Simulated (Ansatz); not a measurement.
```yaml
crystal:
  periodic: [false, false, false]
  atoms:
    - {symbol: Cl, position_ang: [-1.629612, -0.540663, 0.122891]}
    - {symbol: B, position_ang: [-0.054109, 0.125965, -0.117621]}
    - {symbol: I, position_ang: [1.654617, -0.735963, 0.768926]}
    - {symbol: H, position_ang: [0.065237, 0.955115, -0.699573]}
basis:
  gaussian: {orbitals: def2-TZVPP}
hamiltonian: {xc: {name: B3LYP}, dispersion: d4}
```

Geometry: moved along internal coordinates away from the minimum.

Work out the structure from the coordinates.

Formula BClHI. SMILES: `ClBI`. Among its groups: B–H bond. All atoms lie on one plane. Coordination: 1 B trigonal planar.

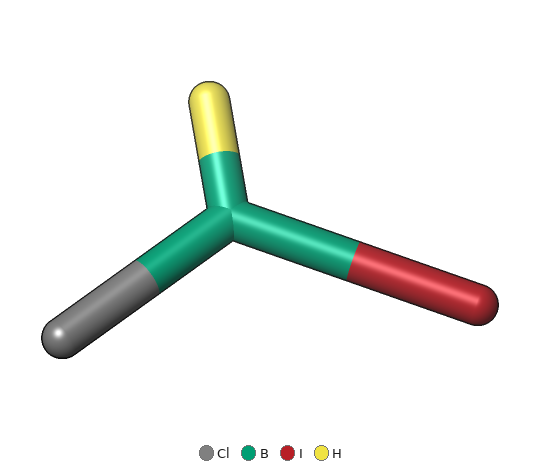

(Drawn from a calculation with Ansatz.)
